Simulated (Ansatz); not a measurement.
## Single-point calculation, with input and output: CH₅BClNO

System: CH₅BClNO, SMILES NCB(O)Cl.
Method: RKS PBE0-D4/def2-TZVPP (Ansatz 0.2.0).

The geometry comes from this level: PBE0-D4/def2-TZVP.

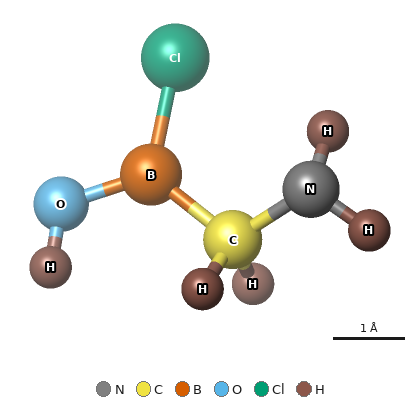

Figure 1. The structure (ball-and-stick view, seen at a tilt). Bond lengths as drawn: B–C 1.57 Å, B–Cl 1.77 Å, B–O 1.35 Å, C–H 1.10 to 1.11 Å, C–N 1.45 Å, H–N 1.01 Å and H–O 0.96 Å.

### Input file
```yaml
crystal:
  periodic: [false, false, false]
  atoms:
    - {symbol: N, position_ang: [-0.264271, 1.362046, 0.773945]}
    - {symbol: C, position_ang: [-0.415229, -0.021238, 0.363384]}
    - {symbol: B, position_ang: [0.561300, -0.481528, -0.779275]}
    - {symbol: O, position_ang: [0.307078, -1.512864, -1.609891]}
    - {symbol: Cl, position_ang: [2.133390, 0.299975, -0.980297]}
    - {symbol: H, position_ang: [0.714368, 1.611521, 0.835646]}
    - {symbol: H, position_ang: [-0.684730, 1.529372, 1.677691]}
    - {symbol: H, position_ang: [-0.255797, -0.754908, 1.178880]}
    - {symbol: H, position_ang: [-1.447262, -0.188468, 0.026095]}
    - {symbol: H, position_ang: [-0.565648, -1.895109, -1.483277]}
basis:
  gaussian: {orbitals: def2-TZVPP}
hamiltonian: {xc: pbe0, dispersion: d4}
output: {orbitals: {seedname: orbitals}}
```

Run on 4 threads of Arm Neoverse V2, 23 GiB of memory available, shared host.

Run as:
```bash
ansatz run in.yaml --threads 4 --pin off --events-out ev --progress --plain --max-ram 10444MiB
```

### Log
```
Functional definition: PBE0
  name "PBE0"
  cite "Adamo & Barone, J. Chem. Phys. 110, 6158 (1999) doi:10.1063/1.478522"
  cite "Perdew, Burke & Ernzerhof, Phys. Rev. Lett. 77, 3865 (1996) doi:10.1103/PhysRevLett.77.3865"
  parent pbe
  parameter a = 0.25
  parameter kappa = 0.804
  parameter beta = 0.06672455060314922
  exchange = (1 - a)*pbe_x(kappa = kappa, mu = beta*pi^2/3) + a*exact_x
  correlation = pbe_c(beta = beta)
1275 factors; their error is unknown
mean field evaluation 1: about -17839.7279 eV, gradient 7.2e1 eV
mean field evaluation 2: about -17830.4199 eV, gradient 9.8e1 eV
mean field evaluation 4: about -17849.3776 eV, gradient 4.8e0 eV
mean field evaluation 8: about -17849.4208 eV, gradient 7.0e-2 eV
mean field evaluation 16: about -17849.4556 eV, gradient 4.9e-5 eV
mean field -17849.45561399 eV, -655.9553950186 hartree, gradient 4.9e-5 eV, S^2 0.000000; 0 other end points of the search recorded, 0 dependent functions left out
reference -17849.45564355 eV, -655.9553961048 hartree; 24, 24 occupied and 212, 212 virtual orbitals, 1275 factors
Total energy: -17849.61994017 eV, -655.9614338943 hartree
```

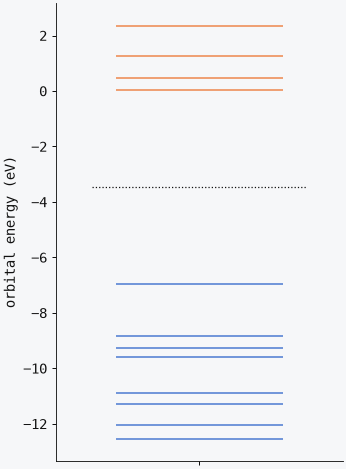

Figure 2. Orbital energies near the frontier; the dotted line parts filled from empty levels, and levels within 0.02 eV of each other stand side by side. Highest filled −6.97 eV, lowest empty 0.04 eV, 7.01 eV apart.

### Results in brief

```tsv
quantity	value
outcome	converged
total energy	−17849.6199 eV
mean-field energy	−17849.4556 eV
dispersion energy	−0.1643 eV
SCF solution under orbital rotations	stable
HOMO	−6.97 eV
LUMO	0.04 eV
wall time	2.1 s (CPU time 7.8 s)
peak memory	0.52 GiB
```
